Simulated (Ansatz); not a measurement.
SnTe (rock salt)

```xyz
2
Lattice="0.0000 3.1856 3.1856 3.1856 0.0000 3.1856 3.1856 3.1856 0.0000" Properties=species:S:1:pos:R:3 pbc="T T T"
Te     0.0000     0.0000     0.0000
Sn     3.1856     3.1856     3.1856
```

In each cell atom 2 (Sn, nearest neighbour Te at 3.186 Å; its periodic images, 4.5 Å or more away, move with it) moves by s·(0.000, 0.000, 1.000) (towards the nearest neighbour), the rest being held.

Level of theory: r2SCAN (plane waves to 500 eV, PAW, scalar-relativistic; Ansatz, an electronic-structure program). k mesh 10×10×10 (Γ-centred), Fermi-Dirac smearing 0.05 eV. E stands for the smeared free energy. SnTe was relaxed with its symmetry unable to fall. Spin-orbit coupling is left out, though Te is heavy. The PAW data are Ansatz's earlier set. ΔE is measured from the undisplaced structure.

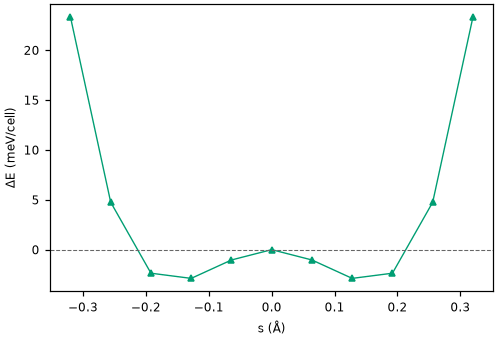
Figure. ΔE (meV/cell) against s (Å); markers are the computed points, lines only join them.

Task: Is this a single well or a double well?

Result: A double well: the undisplaced structure is a maximum between two minima.

Task: By a smooth curve, how deep is the well, measured from the undisplaced structure?

Result: About 3.1 meV/cell, cell held fixed.

Task: By a smooth curve through the points, how far does the atom move to reach the deepest minimum?

Result: About 0.16 Å from zero.

Task: What is the energy change at s = 0.320 Å?

Result: About 23 meV/cell.

(A displaced cell: forces are minus the slopes of the energy, force constants its curvatures, and phonons follow from these.)
